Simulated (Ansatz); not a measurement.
# BH3Br− (SMILES [BH3-]Br) at 6 levels

Aim: a comparison of 6 runs (UHF/STO-3G, BLYP/STO-3G, CAM-B3LYP/STO-3G, PBE/STO-3G, CCSDT/STO-3G, CCSD/STO-3G) of BH3Br−. 

Program for the calculation: Ansatz 0.2.0.

11 further runs of the same task are left out: 8 that didn't finish, 3 set aside as unsound or not needed.

### Step 1. Starting point

BH3Br− has 5 atoms, charge -1, and is taken as a singlet. As SMILES, `[BH3-]Br`. The H5–B1 distance was set to 2.423 Å, away from the relaxed value. At this shape a bond of the SMILES string is far longer than usual.

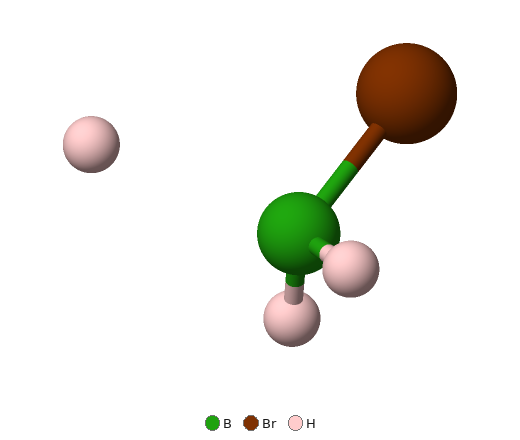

The structure, seen from a chosen angle (boron green, bromine brown, hydrogen pink).

### Step 2. The energy at UHF/STO-3G (run 1)

File in.yaml:

```yaml
crystal:
  periodic: [false, false, false]
  atoms:
    - {symbol: B, position_ang: [0.153948, -0.958043, -0.651418]}
    - {symbol: Br, position_ang: [-0.995772, -0.442963, -2.238468]}
    - {symbol: H, position_ang: [1.282458, -1.127923, -1.057448]}
    - {symbol: H, position_ang: [-0.304132, -1.977403, -0.184098]}
    - {symbol: H, position_ang: [0.057130, 0.863440, 0.942890]}
basis:
  gaussian:
    orbitals: STO-3G
total_charge: -1
magnetization:
  spin_polarized: true
  initial_magnetization: 0
hamiltonian:
  xc: hf
accuracy: high
```

Launch:

```bash
ansatz run in.yaml --threads 1 --pin off --max-ram 2610MiB --events-out events.jsonl --progress --plain --runs-dir runs
```

What it wrote:

```text
Warning: RAYON_NUM_THREADS=1 ignored (pool sized by the plan → 1); use --threads N
Functional definition: HF
  name "HF"
  exchange = exact_x
  correlation = 0
361 factors; integrals over basis functions are off by at most 4.0e-8 eV
mean field evaluation 1: about -69943.2876 eV, gradient 1.4e1 eV
mean field evaluation 2: about -69943.3293 eV, gradient 1.4e1 eV
mean field evaluation 4: about -69946.5631 eV, gradient 1.3e0 eV
mean field evaluation 8: about -69946.5771 eV, gradient 4.0e-5 eV
mean field evaluation 16: about -69948.0184 eV, gradient 2.2e-4 eV
mean field evaluation 32: about -69948.0009 eV, gradient 3.0e-8 eV
mean field -69948.00094967 eV, -2570.5416224424 hartree, gradient 1.6e-8 eV, S^2 0.807470; 4 other end points of the search recorded, 0 dependent functions left out
reference -69948.00094967 eV, -2570.5416224424 hartree; 22, 22 occupied and 4, 4 virtual orbitals, 361 factors
Total energy: -69948.00094967 eV, -2570.5416224424 hartree
```

It took 0.38 s on 1 thread of Arm Neoverse V1, shared host.

### Step 3. A single-point energy at BLYP/STO-3G (run 2)

File run.yaml:

```yaml
crystal:
  periodic: [false, false, false]
  atoms:
    - {symbol: B, position_ang: [0.153948, -0.958043, -0.651418]}
    - {symbol: Br, position_ang: [-0.995772, -0.442963, -2.238468]}
    - {symbol: H, position_ang: [1.282458, -1.127923, -1.057448]}
    - {symbol: H, position_ang: [-0.304132, -1.977403, -0.184098]}
    - {symbol: H, position_ang: [0.057130, 0.863440, 0.942890]}
basis:
  gaussian:
    orbitals: STO-3G
total_charge: -1
hamiltonian:
  xc: {name: BLYP}
accuracy: high
```

Launch:

```bash
ansatz run run.yaml --threads 1 --pin off --max-ram 2610MiB --events-out events.jsonl --progress --plain --runs-dir runs
```

What it wrote:

```text
Warning: RAYON_NUM_THREADS=1 ignored (pool sized by the plan → 1); use --threads N
Functional definition: BLYP
  name "BLYP"
  parameter beta = 0.0042
  parameter a = 0.04918
  parameter b = 0.132
  parameter c = 0.2533
  parameter d = 0.349
  exchange = b88_x(beta = beta)
  correlation = lyp_c(a = a, b = b, c = c, d = d)
361 factors; integrals over basis functions are off by at most 4.0e-8 eV
mean field evaluation 1: about -69983.3239 eV, gradient 2.0e1 eV
mean field evaluation 2: about -69965.9906 eV, gradient 4.2e1 eV
mean field evaluation 4: about -69987.1581 eV, gradient 7.5e0 eV
mean field evaluation 8: about -69987.2428 eV, gradient 5.0e0 eV
mean field -69987.42326480 eV, -2571.9903658020 hartree, gradient 8.9e-8 eV, S^2 0.000000; 0 other end points of the search recorded, 0 dependent functions left out
reference -69987.42330212 eV, -2571.9903671735 hartree; 22, 22 occupied and 4, 4 virtual orbitals, 361 factors
Total energy: -69987.42330212 eV, -2571.9903671735 hartree
```

Run time: 1.3 s. Hardware: 1 thread of Arm Neoverse V1, shared host; peak memory 0.094 GiB.

Runs 3 to 5 aren't shown in full; the table further down has their settings and results.

### Step 4. A single-point energy at CCSD/STO-3G (run 6)

in.yaml: that of step 2 with these lines changed.

```diff
@@ -1 +1,3 @@
+basis:
+  gaussian: {orbitals: STO-3G}
 crystal:
@@ -8,11 +10,5 @@
     - {symbol: H, position_ang: [0.057130, 0.863440, 0.942890]}
-basis:
-  gaussian:
-    orbitals: STO-3G
 total_charge: -1
-magnetization:
-  spin_polarized: true
-  initial_magnetization: 0
-hamiltonian:
-  xc: hf
+correlation: {method: ccsd, frozen_orbitals: {B: 1, Br: 9, H: 0}}
 accuracy: high
+scf: {omitted_lower_state_checks: [cluster_reference, increment]}
```

Launch:

```bash
ansatz run in.yaml --threads 1 --pin off --max-ram 2610MiB --events-out events.jsonl --progress --plain --runs-dir runs
```

What it wrote, cut to the lines that bear on the results:

```text
Warning: RAYON_NUM_THREADS=1 ignored (pool sized by the plan → 1); use --threads N
[... 2 set-up lines as earlier in the session ...]
[...]
361 factors; integrals over basis functions are off by at most 4.0e-8 eV
[...]
mean field -69946.57707139 eV, -2570.4892958809 hartree, gradient 4.7e-9 eV, S^2 0.000000; 0 other end points of the search recorded, 0 dependent functions left out; unrestricted orbitals would lower it
10 core orbitals not correlated: weight in the atoms' cores, before any rotation towards them, 1.000 or more for the frozen orbitals, at most 0.000 for the correlated occupied ones
reference -69946.57707139 eV, -2570.4892958809 hartree; 12, 12 occupied and 4, 4 virtual orbitals, 361 factors
second order -2.22004337 eV of doubles, -0.00000000 eV of singles
cycle   1  -2.54213372 eV  change   -5.8e-1 eV  update   1.3e-1
[...]
cycle  22  -3.37772960 eV  change   7.0e-10 eV  update  1.7e-10
WARN: these amplitudes may be one of several solutions (largest doubles amplitude 0.40, level shift 2.20 eV)
Total energy: -69949.95480099 eV, -2570.6134251542 hartree
Checks for a lower state left out: cluster_reference, increment
```

It took 0.26 s on 1 thread of Arm Neoverse V1, shared host.

### Step 5. The series

```csv
run,level,frozen core orbitals,energy (Eh),wall time
1,UHF/STO-3G,–,-2570.541622,0.38 s
2,BLYP/STO-3G,–,-2571.990367,1.3 s
3,CAM-B3LYP/STO-3G,–,-2572.165080,1.4 s
4,PBE/STO-3G,–,-2571.645663,1.3 s
5,CCSDT/STO-3G,10,-2570.616727,0.56 s
6,CCSD/STO-3G,10,-2570.613425,0.26 s
```

### Step 6. Outcome

| quantity | value |
| --- | --- |
| run 6: total energy | -2570.61343 Eh |
| run 6: correlation energy (10 core orbitals frozen) | -124.1 mEh |
| run 6: T1 diagnostic | 0.036 |

Below the UHF energy at the same shape and in the same basis (STO-3G): CCSDT -75.1 mEh; CCSD -71.8 mEh. Some of these start from another determinant than that one, so these aren't their correlation energies. Totals of different functionals can't be ranked against each other. In run 6 the T1 diagnostic is large, so a single reference may not serve. In runs 5, 6 the log says that unrestricted orbitals would lower the reference, so the values rest on an unstable closed-shell determinant (other closed-shell runs at this shape may share the fault). In runs 1, 2, 3, 4, 5, 6 the basis is minimal, so the values are rough. Spin contamination of the reference: run 1 ⟨S²⟩ = 0.81. Where it is this large, the reference is a mixture of spin states, and values that rest on it are in doubt. All runs together took 5.2 s, the longest 1.4 s.
